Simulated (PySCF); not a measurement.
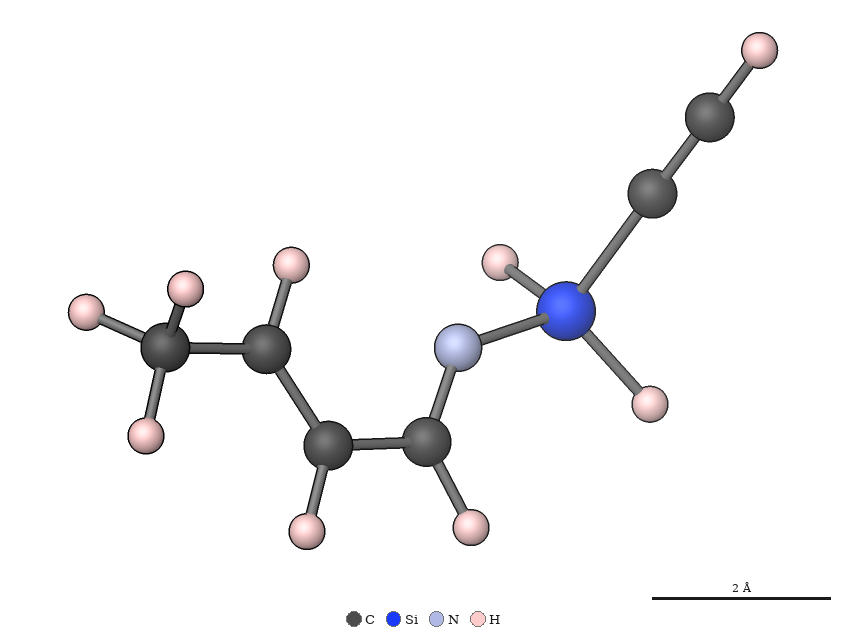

The picture shows a molecular structure as a ball-and-stick model.

Computed geometry: GFN2-xTB optimisation. No frequency run is at hand to confirm it as a minimum.

What does the picture show?

The molecule is C₆H₉NSi. SMILES: `C#C[SiH2]/N=C/C=C/C`. It has no ring. Among its groups: alkene, alkyne, imine, Si–H bond, Si–N bond. The point group is C1. Coordination: 2 C linear; 1 Si tetrahedral; 1 N bent; 3 C trigonal planar; 1 C tetrahedral.

The parts below concern this one geometry. Atoms keep their numbers from picture to picture.

## NMR shielding

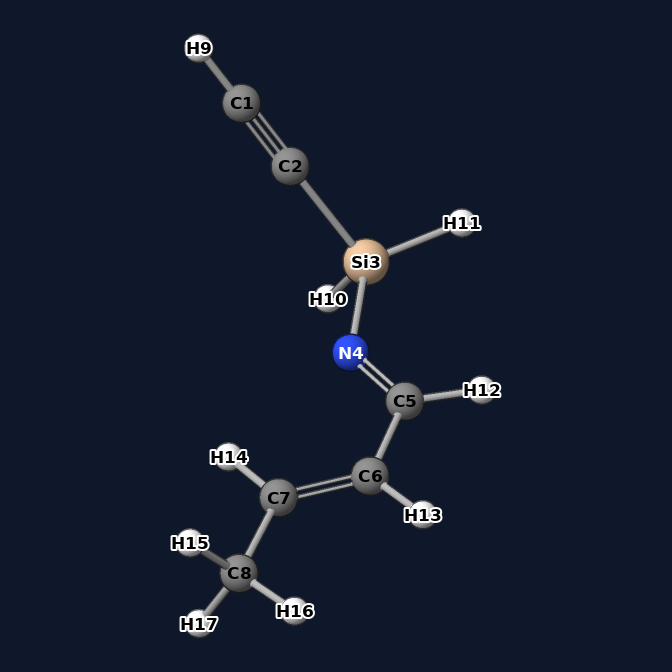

The questions are on isotropic NMR shieldings of the H atoms. No frequency run is at hand to confirm it as a minimum. Level of theory: GIAO PBE0/pcSseg-1 NMR shielding, non-relativistic, gas phase (PySCF 2.14.0).

Give the isotropic NMR shieldings of the H atoms atom by atom.

```csv
atom,σ (ppm)
H9,29.86
H10,26.34
H11,26.45
H12,23.10
H13,25.39
H14,23.94
H15,29.51
H16,29.72
H17,29.54
```

## Charges

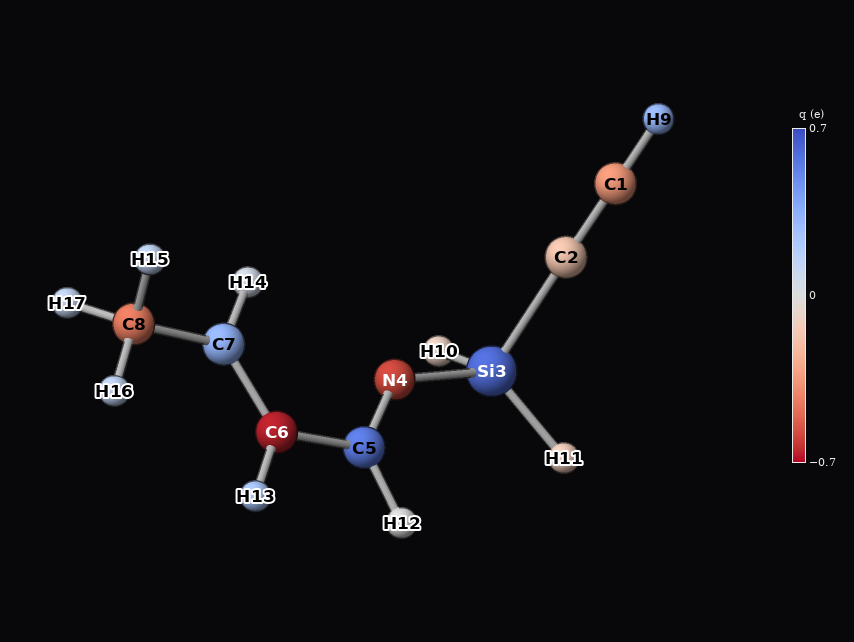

Atoms are coloured by their ESP-fitted charges. No frequency run is at hand to confirm it as a minimum. Properties computed with PBE0/pcSseg-1, gas phase (PySCF 2.14.0).

> Which atom carries the highest charge (most positive or least negative)?

Si3 (0.58 e).

> And the lowest?

C6 (−0.66 e).

Give the ESP-fitted charges atom by atom.

| atom | value (e) |
| --- | --- |
| C1 | −0.34 |
| C2 | −0.16 |
| Si3 | 0.58 |
| N4 | −0.58 |
| C5 | 0.53 |
| C6 | −0.66 |
| C7 | 0.31 |
| C8 | −0.43 |
| H9 | 0.30 |
| H10 | −0.10 |
| H11 | −0.12 |
| H12 | 0.00 |
| H13 | 0.22 |
| H14 | 0.05 |
| H15 | 0.13 |
| H16 | 0.13 |
| H17 | 0.13 |

## Polarisability

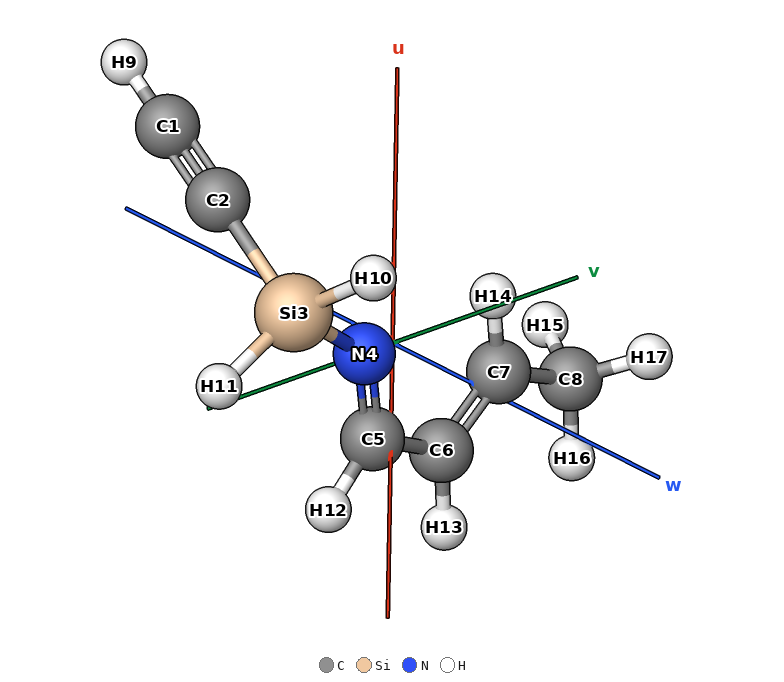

The lines u, v and w are the principal axes of the static dipole polarisability. No frequency run is at hand to confirm it as a minimum. Level of theory: PBE0/def2-SVPD (PySCF 2.14.0).

> Along which axis is the molecule most polarisable, and along which least?

Most along w (close to the long direction C1···C8), least along v.

> Give the three principal values.

u 106.6, v 80.1, w 144.3 bohr³; mean 110.3, anisotropy 55.8 bohr³.

The geometry is semi-empirical. Around Si such bond lengths and angles can be off by a tenth of an ångström or more and by several degrees, and values that hang on the shape move with them.
